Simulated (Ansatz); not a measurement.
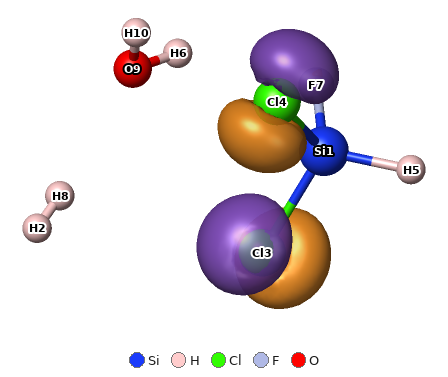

Figure 1: Cl₂FHSi···H₂···H₂O. The HOMO−1 at ±0.2 Å⁻³ᐟ² (orange and purple are the two phases), seen at a tilt.

The product side of a reaction path; geometry: PBE0-D4/def2-TZVP.

The calculation used RKS PBE0-D4/def2-TZVPP in Ansatz 0.2.0.

Input

```
crystal:
  periodic: [false, false, false]
  atoms:
    - {symbol: Si, position_ang: [-1.487265, 1.086427, -0.063433]}
    - {symbol: H, position_ang: [2.215575, -1.367558, -2.045846]}
    - {symbol: Cl, position_ang: [-1.367579, -0.197939, -1.611413]}
    - {symbol: Cl, position_ang: [0.173390, 2.241162, 0.062704]}
    - {symbol: H, position_ang: [-2.674356, 1.939575, -0.192023]}
    - {symbol: H, position_ang: [0.262206, -1.140011, 1.549901]}
    - {symbol: F, position_ang: [-1.616457, 0.259783, 1.286998]}
    - {symbol: H, position_ang: [1.884547, -1.382209, -1.375186]}
    - {symbol: O, position_ang: [1.068418, -1.103266, 1.029072]}
    - {symbol: H, position_ang: [1.541519, -0.335961, 1.359326]}
basis:
  gaussian: {orbitals: def2-TZVPP}
hamiltonian: {xc: pbe0, dispersion: d4}
output: {orbitals: {seedname: orbitals}}
```

Launched as:

```sh
ansatz run in.yaml --threads 8 --pin off --events-out ev --progress --plain --max-ram 19148MiB
```

What is the character of this orbital?

Answer. It lies mainly on Cl3 (about 55 %) and Cl4 (about 40 %); largely a combination of lone pairs on Cl3 and Cl4. Its energy is −9.70 eV.
